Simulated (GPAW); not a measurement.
# Polarising 2H-CrSSe monolayer with a field along the normal

The dipole of the cell at several fields, atoms fixed. What does the strongest field give, and what length does the slope stand for?

How it was computed: GPAW 26.7.0, plane waves (400 eV), PAW setups, PBE, 12×12 mesh, a dipole layer in the vacuum; geometry relaxed without an applied field with GPAW. The cell's area is 8.48 Å², and e/ε0 = 180.95 V Å.

Results, with one row withheld:

| field (V/Å) | dipole (e Å) |
| --- | --- |
| −0.2 | −0.0881 |
| −0.1 | −0.0635 |
| −0.05 | −0.0512 |
| 0.05 | −0.0265 |
| 0.1 | −0.0142 |
| 0.2 | 0.0104 |
| 0.3 | ? |

**Question.** What is the dipole at 0.3 V/Å?

A: A line through the 6 points has the slope α = 0.246 e Å per V/Å and the intercept p₀ = −0.0389 e Å (r.m.s. residual 2.4e−05). At 0.3 V/Å it gives p = −0.0389 + 0.246 × 0.3 = 0.0350 e Å; the run gives 0.0351 e Å, so the response stays linear to 0.1 % of the induced part. Dividing by ε0 and the area: α/(ε0 A) = 0.246 × 180.95 / 8.48 = 5.26 Å, against 3.05 Å between the outer nuclei. For a gapped layer this length is t(1 − 1/ε), so it fixes ε only once a thickness t is chosen.

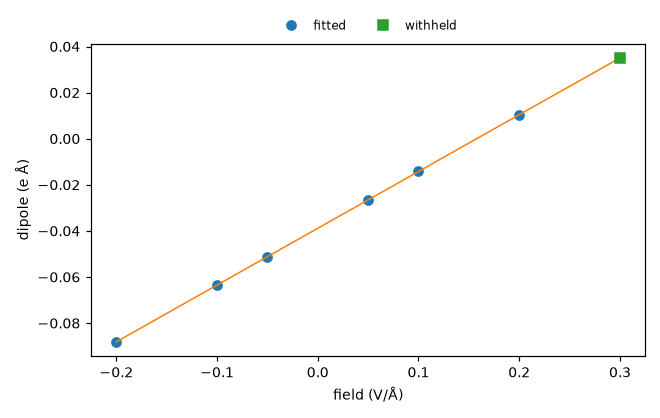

The line and the withheld run.

**Limits.** This is the electronic response alone; ions that move would add to it in polar layers. No run was spin-polarised, so magnetic states weren't tested. Layers with unlike faces were relaxed with their cell in a fully periodic cell without the dipole layer, so their atoms felt a small spurious field.
